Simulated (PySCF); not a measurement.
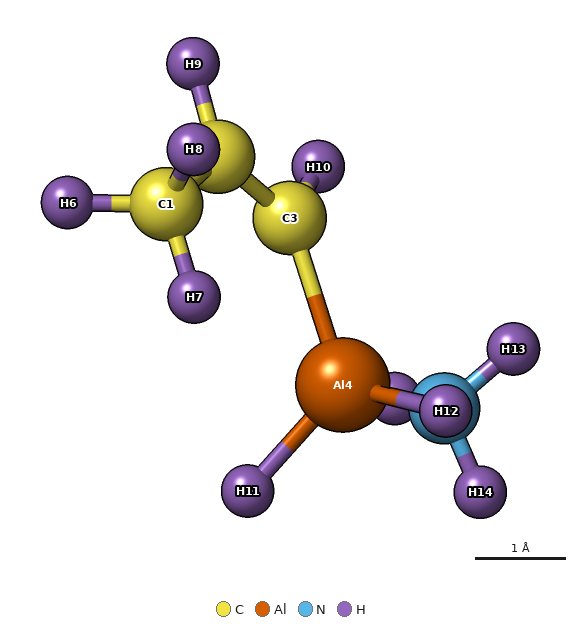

The structure as given in the input (ball-and-stick view, seen at a tilt; atoms are numbered from 1 in the order of the input). Sticks mark near contacts.

# Two runs on C3H10AlN

System: C3H10AlN.
Method of run 1: GIAO HF/pcSseg-1 NMR shielding, non-relativistic, gas phase (PySCF 2.14.0).

The geometry comes from this level: PBE0-D3(BJ)/def2-SVP. Text and figures count atoms from 1; the logs count them from 0 in places.

**Input file, run 1**
```
{"job": {"kind": "nmr", "xc": "HF", "basis": "pcSseg-1", "pop": false}, "charge": 0, "multiplicity": 1}
C     -2.464721    -0.542053     0.173098
C     -1.701425     0.726273    -0.040156
C     -0.362509     0.827497    -0.101794
Al     0.903312    -0.682557     0.079724
N      2.696788     0.326495    -0.168120
H     -3.142118    -0.749856    -0.672961
H     -1.799464    -1.413711     0.289425
H     -3.098710    -0.482893     1.074271
H     -2.330867     1.623605    -0.150824
H      0.001115     1.856355    -0.266529
H      1.038009    -1.722697    -1.142205
H      1.173545    -1.286129     1.548511
H      2.828086     1.047452     0.542900
H      3.480482    -0.323287    -0.091119
H      2.763142     0.777996    -1.081469
```

The first line tells a small driver script what to run in PySCF; the rest is the geometry in Å.

Command:
```bash
OMP_NUM_THREADS=1 python <driver script> task.json out
```

Hardware: 1 CPU thread, shared host.

**Output (run 1)**
```
final grid: 110232 points
cycle   1  E = -415.6812435658  dE =  3.325e-01  |g| = 4.098e-01  |ddm| = 3.089e+00
cycle   2  E = -415.7422807066  dE = -6.104e-02  |g| = 1.426e-01  |ddm| = 5.637e-01
cycle   3  E = -415.7478988008  dE = -5.618e-03  |g| = 6.488e-02  |ddm| = 1.890e-01
cycle   4  E = -415.7491622153  dE = -1.263e-03  |g| = 1.026e-02  |ddm| = 6.866e-02
cycle   5  E = -415.7491995477  dE = -3.733e-05  |g| = 2.868e-03  |ddm| = 1.569e-02
cycle   6  E = -415.7492042355  dE = -4.688e-06  |g| = 1.341e-03  |ddm| = 5.291e-03
cycle   7  E = -415.7492051521  dE = -9.166e-07  |g| = 4.228e-04  |ddm| = 2.619e-03
cycle   8  E = -415.7492053059  dE = -1.538e-07  |g| = 1.386e-04  |ddm| = 1.172e-03
cycle   9  E = -415.7492053202  dE = -1.433e-08  |g| = 4.780e-05  |ddm| = 3.565e-04
cycle  10  E = -415.7492053219  dE = -1.619e-09  |g| = 1.246e-05  |ddm| = 1.252e-04
cycle  11  E = -415.7492053220  dE = -1.138e-10  |g| = 2.847e-06  |ddm| = 3.424e-05
converged SCF energy = -415.7492053220

GIAO shielding tensors (ppm)
atom      isotropic    diamagn.    paramagn.     s11        s22        s33       span
  0 C      166.682     245.974     -79.292    154.594    158.211    187.240     32.646
  1 C       34.828     254.470    -219.642   -117.072     58.292    163.265    280.337
  2 C       49.728     260.615    -210.887    -87.675     68.755    168.103    255.778
  3 Al     468.228     792.817    -324.589    455.965    464.481    484.238     28.273
  4 N      240.429     318.543     -78.114    229.168    243.880    248.240     19.072
  5 H       29.758      28.680       1.078     26.401     27.173     35.699      9.298
  6 H       30.181      31.299      -1.118     26.183     30.549     33.810      7.627
  7 H       29.769      28.654       1.115     26.397     27.197     35.713      9.316
  8 H       25.207      30.933      -5.727     23.049     23.277     29.294      6.245
  9 H       26.421      33.766      -7.345     23.238     25.857     30.167      6.929
 10 H       27.762      30.503      -2.741     24.561     26.991     31.734      7.174
 11 H       27.772      30.488      -2.717     24.568     26.980     31.766      7.198
 12 H       29.500      29.691      -0.192     23.574     25.116     39.809     16.234
 13 H       29.488      27.550       1.938     23.402     24.517     40.544     17.143
 14 H       29.502      29.678      -0.176     23.585     25.079     39.841     16.256
```

The input of run 2 differs as follows (lines with − go, lines with + come):
```diff
-"xc": "HF"
+"xc": "KT2"
```

What does this change do to the results?

The total energies belong to different methods, so their difference says nothing on which is more stable or more accurate. The HOMO goes from −8.90 to −5.43 eV. The LUMO goes from 2.89 to −0.99 eV. The dipole moment goes from 5.24 to 5.01 D. Of all shieldings, the largest change is that of Al4, by −43.8 ppm. The method changes from HF to KT2. Exact exchange removes part of the self-interaction error of semilocal functionals, which pushes filled and empty levels apart. The SCF takes 15 iterations against 11.

**Output (run 2)**
```
coarse grid: 12144 points
cycle   1  E = -422.5774338576  dE =  7.216e-02  |g| = 5.754e-01  |ddm| = 3.236e+00
cycle   2  E = -422.4636597083  dE =  1.138e-01  |g| = 8.580e-01  |ddm| = 1.512e+00
cycle   3  E = -422.6694139379  dE = -2.058e-01  |g| = 1.350e-01  |ddm| = 1.030e+00
cycle   4  E = -422.6736377757  dE = -4.224e-03  |g| = 7.547e-02  |ddm| = 1.970e-01
cycle   5  E = -422.6752230092  dE = -1.585e-03  |g| = 1.229e-02  |ddm| = 7.643e-02
cycle   6  E = -422.6752647171  dE = -4.171e-05  |g| = 4.989e-03  |ddm| = 1.745e-02
cycle   7  E = -422.6752710892  dE = -6.372e-06  |g| = 5.121e-04  |ddm| = 4.495e-03
final grid: 110232 points
cycle   8  E = -422.6819559615  dE = -1.601e-04  |g| = 1.609e-02  |ddm| = 3.577e-02
cycle   9  E = -422.6818880668  dE =  6.789e-05  |g| = 2.161e-02  |ddm| = 3.128e-02
cycle  10  E = -422.6820067587  dE = -1.187e-04  |g| = 2.865e-03  |ddm| = 2.208e-02
cycle  11  E = -422.6820081972  dE = -1.438e-06  |g| = 1.348e-03  |ddm| = 3.169e-03
cycle  12  E = -422.6820086931  dE = -4.959e-07  |g| = 2.135e-04  |ddm| = 1.247e-03
cycle  13  E = -422.6820087054  dE = -1.231e-08  |g| = 7.202e-05  |ddm| = 2.958e-04
cycle  14  E = -422.6820087067  dE = -1.248e-09  |g| = 1.377e-05  |ddm| = 6.134e-05
cycle  15  E = -422.6820087067  dE = -5.832e-11  |g| = 2.829e-06  |ddm| = 2.117e-05
converged SCF energy = -422.6820087067

GIAO shielding tensors (ppm)
atom      isotropic    diamagn.    paramagn.     s11        s22        s33       span
  0 C      155.475     250.875     -95.399    140.612    144.285    181.529     40.916
  1 C       38.875     254.075    -215.200    -76.401     45.675    147.350    223.751
  2 C       53.381     259.765    -206.384    -49.593     62.973    146.764    196.358
  3 Al     424.447     800.390    -375.943    406.568    428.037    438.735     32.167
  4 N      234.499     315.829     -81.331    221.549    238.076    243.871     22.321
  5 H       29.114      28.345       0.768     26.133     26.924     34.284      8.150
  6 H       29.812      32.557      -2.746     26.580     30.173     32.682      6.101
  7 H       29.124      28.293       0.830     26.133     26.954     34.284      8.150
  8 H       24.644      30.550      -5.906     22.629     23.538     27.765      5.136
  9 H       26.012      32.929      -6.917     23.532     25.815     28.688      5.156
 10 H       26.622      30.335      -3.713     23.494     26.041     30.331      6.837
 11 H       26.633      30.316      -3.683     23.505     26.034     30.361      6.856
 12 H       29.488      29.522      -0.034     24.052     25.537     38.876     14.824
 13 H       29.417      27.642       1.774     23.692     25.085     39.474     15.782
 14 H       29.492      29.515      -0.024     24.064     25.498     38.913     14.849
```

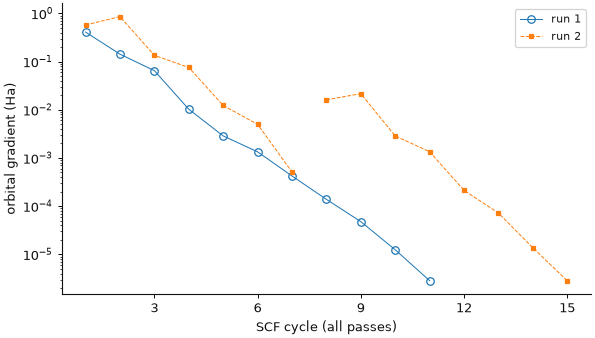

Convergence of the two runs: orbital gradient against the SCF cycle. A break in a curve parts two SCF passes (coarse and final grid). Run 1 takes 11 cycles in all, and run 2 takes 15.

**The two runs side by side**

```tsv
quantity	run 1	run 2
outcome	converged	converged
total energy (hartree)	−415.749205	−422.682009
HOMO (eV)	−8.90	−5.43
LUMO (eV)	2.89	−0.99
dipole moment (D)	5.24	5.01
shielding of C1 (ppm)	166.7	155.5
shielding of C2 (ppm)	34.8	38.9
shielding of C3 (ppm)	49.7	53.4
shielding of Al4 (ppm)	468.2	424.4
shielding of N5 (ppm)	240.4	234.5
shielding of H11 (ppm)	27.8	26.6
shielding of H12 (ppm)	27.8	26.6
SCF iterations	11	15
basis functions	142	142
wall time (shared host)	5.4 s	16 s
```
